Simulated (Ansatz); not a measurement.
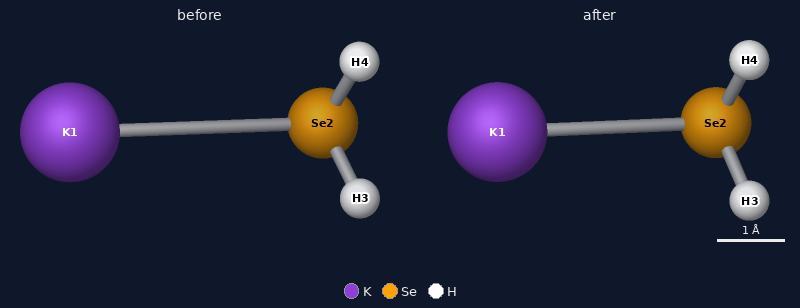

The structure of KH$_{2}$Se (charge +1) (coarse preliminary run) before (left) and after (right) a relaxation, at one scale.

A ball-and-stick model, seen face on.

The calculation used RKS PBE-D4/def2-SVP (Ansatz 0.2.0). Settings: force threshold 0.03 eV/Å; at most 250 steps.

> Describe what moved and what it gained.

The energy falls by 7.28 kJ/mol in 8 geometry steps. Largest force component: 1.2 eV/Å at the start, 0.013 eV/Å at the end. The atom that moves furthest after the best rigid fit is K1 (0.41 Å). Largest moves by element: K 0.41 Å, H 0.16 Å, Se 0.11 Å. Among the contacts that change: K1–Se2 3.935 → 3.443 Å, Se2–H3 1.441 → 1.486 Å. Among the angles between lasting bonds that change: K1–Se2–H3 102.2° → 97.4°.

Limits of the set-up: the start holds two separate molecules, 3.9 Å apart at their closest, whose relative position is a soft coordinate.
